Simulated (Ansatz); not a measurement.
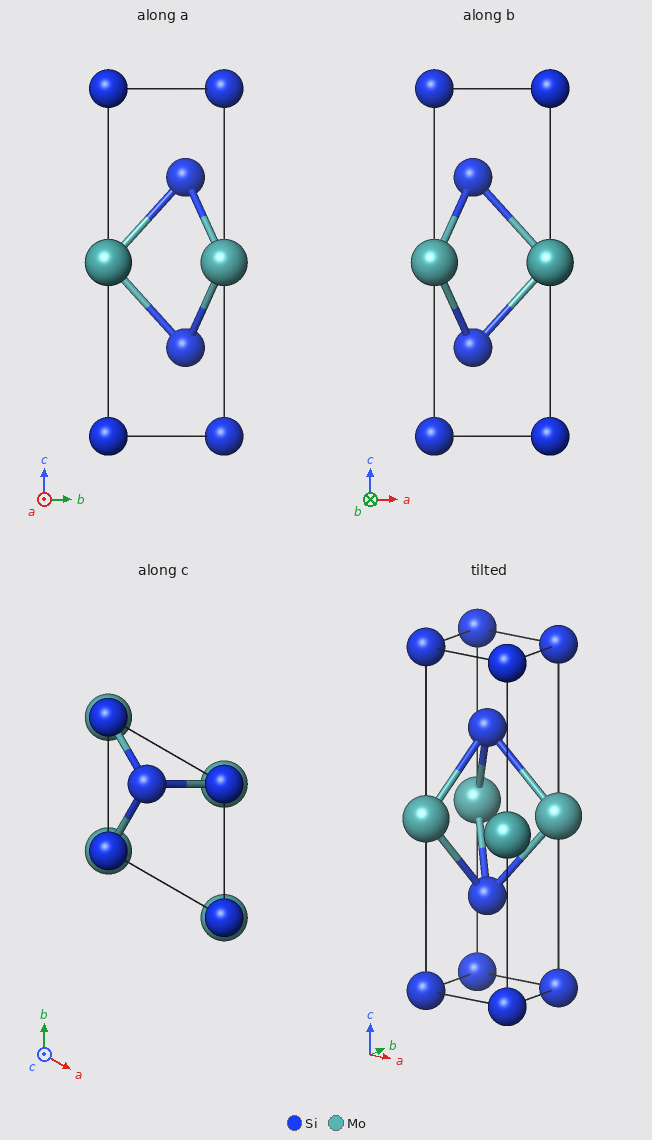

The image is a ball-and-stick drawing of a crystal, viewed along the a axis, along the b axis, along the c axis and slightly off an axis. The wireframe shows the conventional unit cell.

Lattice parameters: a = 2.9822 Å, b = 2.9822 Å, c = 7.7591 Å, α = 90.000°, β = 90.000°, γ = 120.000°.

From the views, write a CIF in P1 with every atom of the cell, with free fractional coordinates to two decimals.

Answer.
```cif
data_structure
_symmetry_space_group_name_H-M 'P 1'
_symmetry_Int_Tables_number 1
_cell_length_a 2.9822
_cell_length_b 2.9822
_cell_length_c 7.7591
_cell_angle_alpha 90.000
_cell_angle_beta 90.000
_cell_angle_gamma 120.000
_cell_volume 59.76
loop_
_atom_site_label
_atom_site_type_symbol
_atom_site_fract_x
_atom_site_fract_y
_atom_site_fract_z
_atom_site_occupancy
Si1 Si 0.00 0.00 0.00 1
Si2 Si 0.3333 0.6667 0.74 1
Si3 Si 0.3333 0.6667 0.26 1
Mo1 Mo 0.00 0.00 0.50 1
```

It goes back to a structure type filled with these elements by a generator (whether the compound takes this form wasn't checked). What is shown is the relaxed result from DFT PBE, scalar-relativistic, plane waves, PAW in Ansatz.
